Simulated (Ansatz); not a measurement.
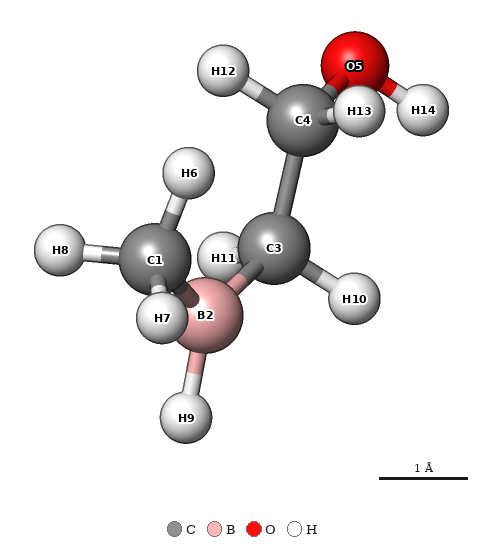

Fig. 1: The input geometry of run A (ball-and-stick view, seen at a tilt; atoms are numbered from 1 in the order of the input).

# C3H9BO: a changed input and its effect

System: C3H9BO, SMILES CBCCO.
Method of run A: RKS SPW92 (LDA)/def2-TZVPP (Ansatz 0.2.0).

The geometry comes from this level: PBE0-D4/def2-TZVP. Text and figures count atoms from 1; the logs count them from 0 in places.

### Input file, run A
```yaml
crystal:
  periodic: [false, false, false]
  atoms:
    - {symbol: C, position_ang: [-1.670838, -0.896901, 0.622875]}
    - {symbol: B, position_ang: [-0.124870, -1.075267, 0.688084]}
    - {symbol: C, position_ang: [0.923244, -0.141116, 0.001395]}
    - {symbol: C, position_ang: [0.425170, 1.099732, -0.709075]}
    - {symbol: O, position_ang: [1.438226, 1.799235, -1.405132]}
    - {symbol: H, position_ang: [-2.030840, 0.075174, 0.281663]}
    - {symbol: H, position_ang: [-2.161729, -1.159261, 1.564308]}
    - {symbol: H, position_ang: [-2.031051, -1.648227, -0.097595]}
    - {symbol: H, position_ang: [0.307239, -2.035948, 1.270226]}
    - {symbol: H, position_ang: [1.672124, 0.126058, 0.764493]}
    - {symbol: H, position_ang: [1.491527, -0.767089, -0.704550]}
    - {symbol: H, position_ang: [-0.313386, 0.830947, -1.468569]}
    - {symbol: H, position_ang: [-0.081738, 1.764734, 0.005197]}
    - {symbol: H, position_ang: [2.143925, 1.998629, -0.784619]}
basis:
  gaussian: {orbitals: def2-TZVPP}
hamiltonian: {xc: lda}
output: {orbitals: {seedname: orbitals}}
```

Hardware: 4 threads of Oxide Virtual Turin-like, 27 GiB of memory available, shared host.

### Output (run A)
```
Functional definition: SPW92
  exchange = slater_x
  correlation = pw_c
1391 factors; their error is unknown
mean field evaluation 1: about -5909.9020 eV, gradient 9.5e1 eV
mean field evaluation 2: about -5875.8684 eV, gradient 1.5e2 eV
mean field evaluation 4: about -5929.2698 eV, gradient 1.5e1 eV
mean field evaluation 8: about -5929.6713 eV, gradient 2.6e-1 eV
mean field evaluation 16: about -5929.6378 eV, gradient 7.5e-4 eV
mean field -5929.63784160 eV, -217.9101714261 hartree, gradient 5.1e-5 eV, S^2 0.000000; 0 other end points of the search recorded, 0 dependent functions left out
reference -5929.63788607 eV, -217.9101730602 hartree; 20, 20 occupied and 261, 261 virtual orbitals, 1391 factors
Total energy: -5929.63788607 eV, -217.9101730602 hartree
```

The input of run B differs as follows (lines with − go, lines with + come):
```diff
-hamiltonian: {xc: lda}
+hamiltonian: {xc: {name: r2SCANh}, dispersion: d4}
```

Predict how the results change.

The total energies belong to different models, so their difference says nothing on which is more stable or more accurate. The HOMO goes from −6.17 to −6.98 eV. The LUMO goes from −2.08 to −1.06 eV.

### Output (run B)
```
Functional definition: r2SCANh
  parameter a = 0.1
  parameter k0 = 0.174
  parameter k1 = 0.065
  parameter a1 = 4.9479
  exchange = (1 - a)*r2scan_x(k0 = k0, k1 = k1, a1 = a1) + a*exact_x
  correlation = r2scan_c
1391 factors; their error is unknown
mean field evaluation 1: about -5966.8350 eV, gradient 7.7e1 eV
mean field evaluation 2: about -5960.4804 eV, gradient 9.2e1 eV
mean field evaluation 4: about -5979.4546 eV, gradient 5.2e0 eV
mean field evaluation 8: about -5979.5080 eV, gradient 8.4e-2 eV
mean field evaluation 16: about -5979.4788 eV, gradient 1.7e-4 eV
mean field -5979.47881867 eV, -219.7417935497 hartree, gradient 2.9e-5 eV, S^2 0.000000; 0 other end points of the search recorded, 0 dependent functions left out
reference -5979.47883095 eV, -219.7417940010 hartree; 20, 20 occupied and 261, 261 virtual orbitals, 1391 factors
Total energy: -5979.54092377 eV, -219.7440758702 hartree
```

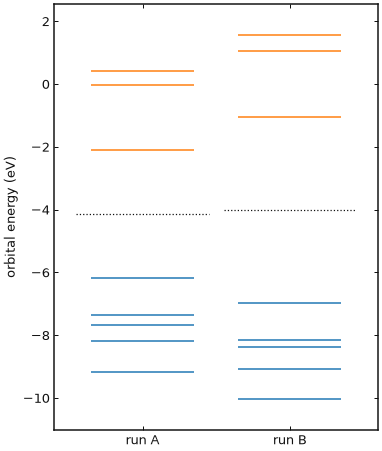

Fig. 2: The five highest filled and three lowest empty orbital energies of the two runs; the dotted lines part filled from empty levels. The HOMO–LUMO gap is 4.09 eV in run A and 5.92 eV in run B.

### The two runs side by side

| quantity | run A | run B |
| --- | --- | --- |
| outcome | converged | converged |
| total energy (hartree) | −217.910173 | −219.744076 |
| HOMO (eV) | −6.17 | −6.98 |
| LUMO (eV) | −2.08 | −1.06 |
| basis functions | 281 | 281 |
| wall time (shared host) | 1.6 s | 4.2 s |
